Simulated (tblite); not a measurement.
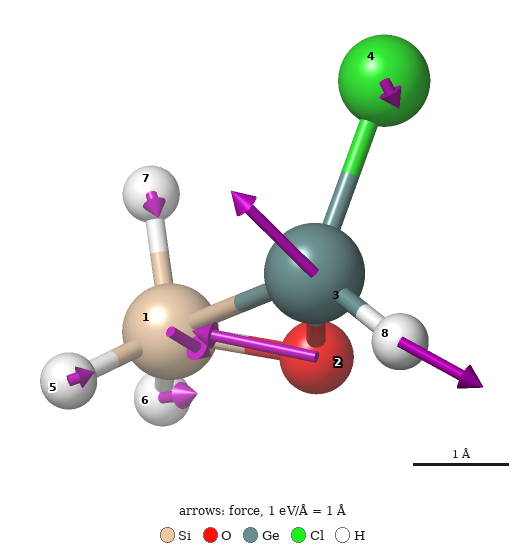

Starting geometry of GeSiH4OCl (multiplicity 2) with the computed forces as purple arrows. Style: ball-and-stick. Shown from a free direction.

Method: GFN2-xTB geometry optimisation, gas phase (tblite 0.8.0). 

**What follows when this structure is relaxed?**

It isn't relaxed: the largest force vector, on O2, is 1.43 eV/Å. The final displacements follow the starting forces only in part (cosine between the two patterns 0.38). The largest move after the best rigid fit is that of O2, 0.93 Å. By element the largest moves are O 0.93 Å, H 0.74 Å, Ge 0.47 Å, Cl 0.27 Å, Si 0.17 Å. Among the contacts that change: Si1–Ge3 2.785 → 3.321 Å, Ge3–H8 1.545 → 1.647 Å, Si1–O2 1.706 → 1.624 Å, Ge3–Cl4 2.181 → 2.159 Å. Bond angles that change, for instance: Si1–O2–Ge3 105.3° → 155.5°, O2–Ge3–H8 110.2° → 94.2°, O2–Si1–H6 109.5° → 103.0°. Groups turn about O2–Ge3 by about 35°, Si1–O2 by about 30°. Over 40 geometry steps the energy falls by 17.0 kcal/mol.
